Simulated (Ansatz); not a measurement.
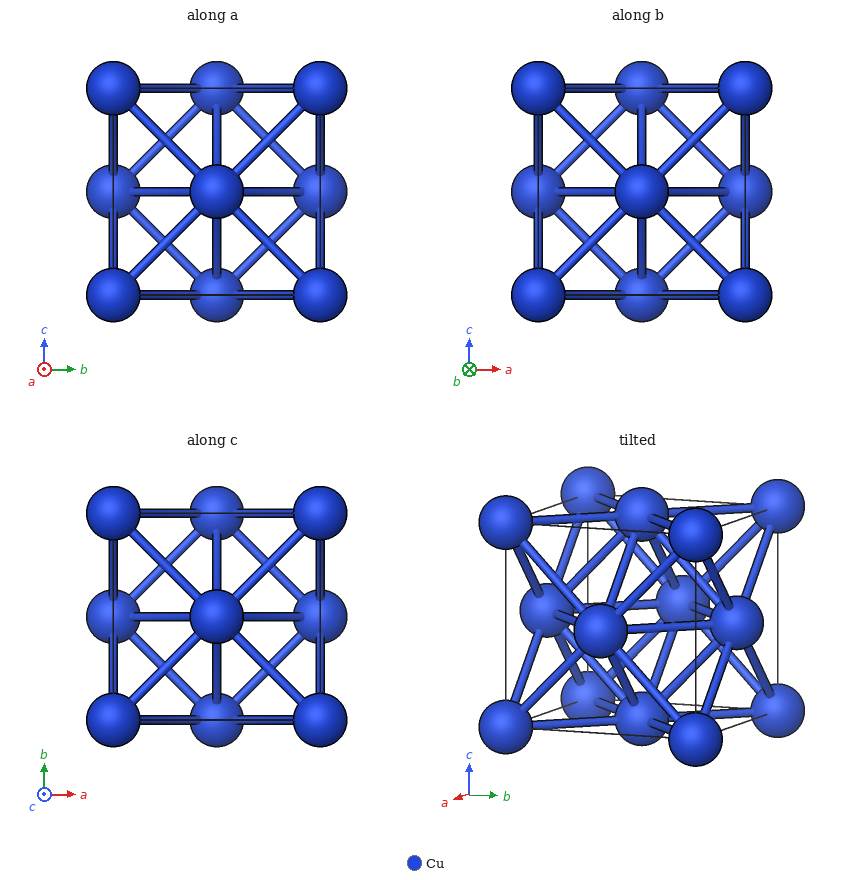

The figure gives a ball-and-stick picture of the atoms, viewed along the a axis, along the b axis, along the c axis and slightly off an axis. Atoms at the boundary of the conventional unit cell (the box) are drawn once for each face, edge or corner they touch.

Lattice parameters: a = 3.610 Å, b = 3.610 Å, c = 3.610 Å, α = 90.00°, β = 90.00°, γ = 90.00°. Put a along x and b in the xy plane.

### Reconstruct the structure as a POSCAR file.

```
Cu
1.0
     3.610    0.000    0.000
     0.000    3.610    0.000
     0.000    0.000    3.610
Cu
4
Direct
  0.0000 0.0000 0.0000
  0.0000 0.5000 0.5000
  0.5000 0.0000 0.5000
  0.5000 0.5000 0.0000
```

The initial geometry was the standard structure of this element. Earlier steps of the study may have refined or changed the cell and positions. A calculation with Ansatz used it as input.

At this level of theory the cell isn't at rest (stretched, at -12 GPa), so its distances can differ from those at equilibrium, the more so the softer the solid.
